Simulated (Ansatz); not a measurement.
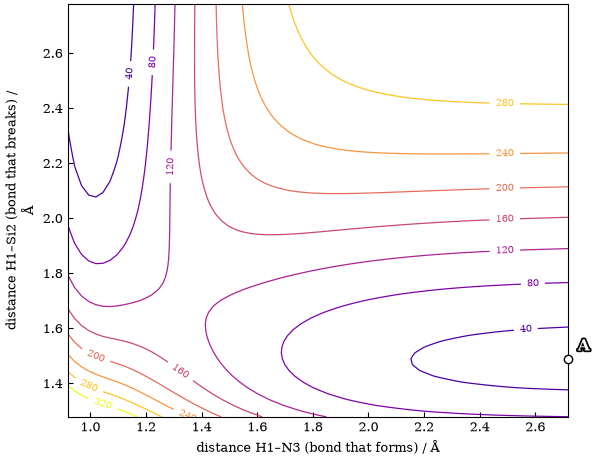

The reacting system H₆NSi (fragments H₄Si + H₂N where the first distance is long, H₃N + H₃Si where the second is long), spin multiplicity 2. 
- First axis: distance H1–N3 (bond that forms). Second axis: distance H1–Si2 (bond that breaks).
- Relaxed at each point: all other coordinates.
- The scan uses a 13 × 13 grid.
- Points are written as (first, second).
- Energies are in kJ/mol, from the lowest grid point.
- In part of the range the unrestricted reference is strongly spin-contaminated.
- Level of theory: UHF/def2-SVP (Ansatz).

Drawn: contour lines labelled in kJ/mol (none above 320), the point A. Between grid points the surface is interpolated.

### Find the lowest path from A to the other arm of the map, and its barrier.

The easiest path runs from the side where the first distance is long, about (2.72 Å, 1.49 Å), to the side where the second distance is long, about (1.02 Å, 2.78 Å). Its highest point, at about (1.34 Å, 1.71 Å), lies about 97.4 kJ/mol above the start and 125 kJ/mol above the end on the interpolated surface. An end on the edge of the scan is no minimum, so the barrier from there is a lower bound.

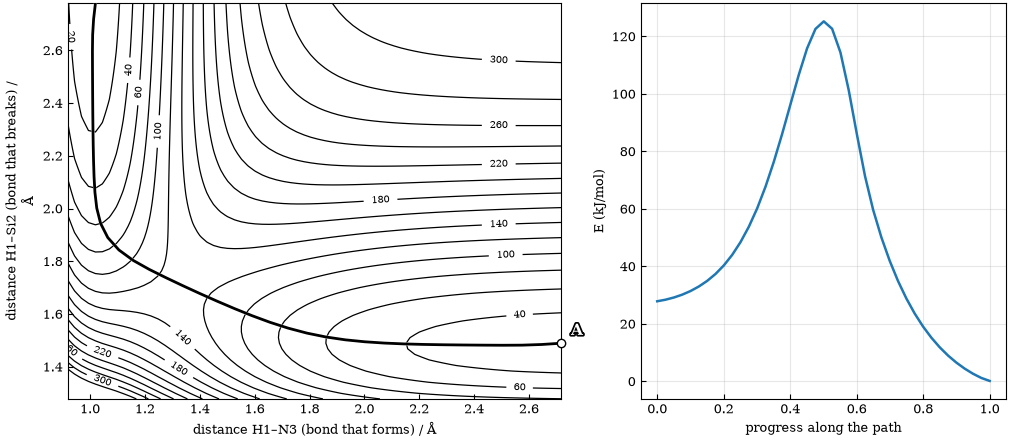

The picture shows contour lines labelled in kJ/mol (none above 320), a line along the lowest path, the energy along the path at the right. Between grid points the surface is interpolated.
